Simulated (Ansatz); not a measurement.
# CH₆MgOSi: an energy map over bond length Si4–H9 and angle H8–Si4–H9

How does the energy of CH6MgOSi, SMILES [CH3][Mg][O][SiH3] change over two coordinates at once? A grid of runs gives the map.

The runs use Ansatz 0.2.0; RHF/def2-TZVP.

### 1 The starting structure

SMILES `[CH3][Mg][O][SiH3]`, 10 atoms, charge 0, spin multiplicity 1.

Atoms are counted from 1 here; the program's logs count them from 0.

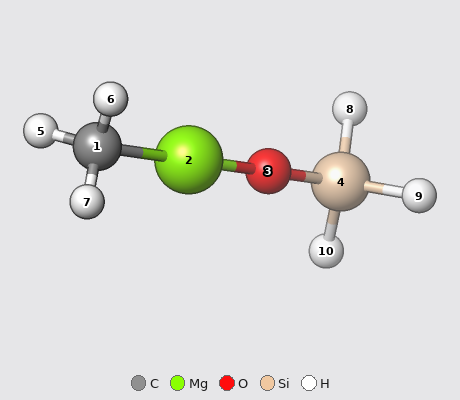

As it starts; carbon grey, magnesium green, oxygen red, silicon light orange, hydrogen white; atoms are numbered from 1 in the order of the file.

As a file:

```mol
CH6MgOSi
  3D, bonds by distance, orders not assigned

 10  9  0  0  0  0  0  0  0  0999 V2000
   -0.5545    2.4673   -1.3438 C   0  0
   -0.1470    0.6668   -0.3655 Mg  0  0
    0.2134   -0.9025    0.4872 O   0  0
    0.5363   -2.3247    1.2612 Si  0  0
    0.0387    2.5682   -2.2772 H   0  0
   -0.3148    3.3427   -0.7040 H   0  0
   -1.6263    2.5452   -1.6230 H   0  0
    2.0158   -2.4889    1.5298 H   0  0
   -0.1723   -2.4077    2.5944 H   0  0
    0.0937   -3.5177    0.4442 H   0  0
  1  2  8  0
  1  5  8  0
  1  6  8  0
  1  7  8  0
  2  3  8  0
  3  4  8  0
  4  8  8  0
  4  9  8  0
  4 10  8  0
M  END
```

This geometry comes from a loose relaxation at PBE in a small basis, which is not shown.

### 3 The grid

- bond length Si4–H9: 11 values from 1.276 to 2.077 Å
- angle H8–Si4–H9: 11 values from 82.2 to 132.2 °

Nothing else is relaxed (all other coordinates rigid). Energies count from the relaxed molecule at the same level.

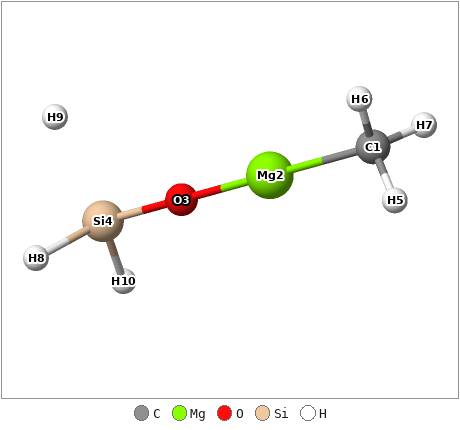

The geometry at bond length Si4–H9 = 2.077 Å, angle H8–Si4–H9 = 107.2°.

(The set-up runs are not shown.)

### 4 Grid point bond length Si4–H9 = 1.516 Å, angle H8–Si4–H9 = 107.2°

The input, input.yaml:

```yaml
crystal:
  periodic: [false, false, false]
  atoms:
    - { symbol: C, position_ang: [-0.546715, 2.432932, -1.325244] }
    - { symbol: Mg, position_ang: [-0.136552, 0.632875, -0.346794] }
    - { symbol: O, position_ang: [0.214756, -0.910003, 0.492055] }
    - { symbol: Si, position_ang: [0.526454, -2.281232, 1.237823] }
    - { symbol: H, position_ang: [0.033494, 2.531762, -2.239408] }
    - { symbol: H, position_ang: [-0.312442, 3.290221, -0.69892] }
    - { symbol: H, position_ang: [-1.596379, 2.508784, -1.598301] }
    - { symbol: H, position_ang: [1.977315, -2.44299, 1.501862] }
    - { symbol: H, position_ang: [-0.184423, -2.364446, 2.57423] }
    - { symbol: H, position_ang: [0.092198, -3.45097, 0.435312] }
basis:
  gaussian: { orbitals: def2-TZVP }
hamiltonian:
  xc: hf
output:
  forces: true
```

The run is started by

```sh
$ ansatz run input.yaml --threads 1 --pin off --max-ram 2560MiB --backend cpu --events-out ev --progress --plain --runs-dir out
```

The session goes on with these runs: the other points that were computed.

**Question.** What will these runs give? Wanted: lowest point; highest computed point; largest force on an atom.

**Answer**, as computed:

```
                       quantity                                                                                                                                                    value
                   lowest point                                                                                       bond length Si4–H9 = 1.516 Å, angle H8–Si4–H9 = 107.2°, 0.9 kJ/mol
         highest computed point                                                                      bond length Si4–H9 = 2.077 Å, angle H8–Si4–H9 = 132.2°, 208 kJ/mol above the lowest
largest force on an atom (eV/Å)  0.6 at bond length Si4–H9 = 1.516 Å, angle H8–Si4–H9 = 107.2° to 8.0 at bond length Si4–H9 = 1.276 Å, angle H8–Si4–H9 = 132.2°; 0.6 at the lowest point
        time for the whole task                                                                                                                          11 min on 1 thread, shared host
```

The lowest computed point is at bond length Si4–H9 = 1.516 Å, angle H8–Si4–H9 = 107.2°, 0.9 kJ/mol from the relaxed molecule at the same level. The grid is coarse, so the lowest point of the scanned range may lie between grid points; coordinates that were held can hide deeper minima. The grid shows no other well, apart from its symmetry copies. The highest computed point, bond length Si4–H9 = 2.077 Å, angle H8–Si4–H9 = 132.2°, lies 208 kJ/mol above the lowest. Round the minimum the two coordinates are nearly uncoupled.
